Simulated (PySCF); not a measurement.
**Single-point calculation, with input and output: CuF (charge +1)**

System: CuF, charge +1, multiplicity 2.
Method: TPSSh/aug-pc-2, UKS (PySCF 2.14.0).

The geometry is that of the parent species in another charge or spin state. The geometry comes from this level: PBE0-D4/def2-TZVP.

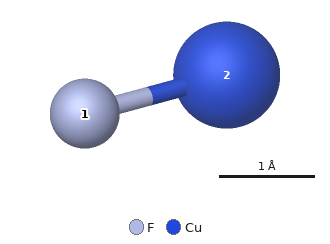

*The structure as given in the input (ball-and-stick view, seen at a tilt; atoms are numbered from 1 in the order of the input). Sticks mark near contacts.*

Bond lengths as drawn: Cu–F 1.76 Å.

### Key numbers

```tsv
quantity	value
outcome	converged
total energy	−1740.067324 hartree
basis functions	127
⟨S²⟩	0.754
hardware	1 thread of Arm Neoverse V2, 24 GiB of memory available, shared host
wall time	54 s
peak memory	0.72 GiB
```

### Notes

The record of the run, not the program, notes: dipole of an ion depends on the origin.

### The input (job.py)
```python
from pyscf import gto, dft

molecule = gto.M(
    atom=[
    ('F', (0.751010, -0.268940, 0.377080)),
    ('Cu', (-0.751010, 0.268940, -0.377080)),
],
    max_memory=1860,
    charge=1,
    spin=1,
    basis='aug-pc-2',
    verbose=3,
)

mf = dft.UKS(molecule)
mf.xc = 'tpssh'
mf.conv_tol = 1e-10
mf.grids.level = 4
mf.kernel()
if not mf.converged:
    mf = mf.newton().run(mf.mo_coeff, mf.mo_occ)

etot = mf.e_tot
print('E = %.10f Eh' % etot)
```

Run as:
```bash
OMP_NUM_THREADS=1 python job.py
```

### Output
```
WARN: HOMO -0.0216369068110686 >= LUMO -0.0216369068110679

WARN: HOMO -0.445782257864929 >= LUMO -0.445710494660697

converged SCF energy = -1740.06732354301  <S^2> = 0.75435319  2S+1 = 2.0043485
E = -1740.0673235430 Eh
```
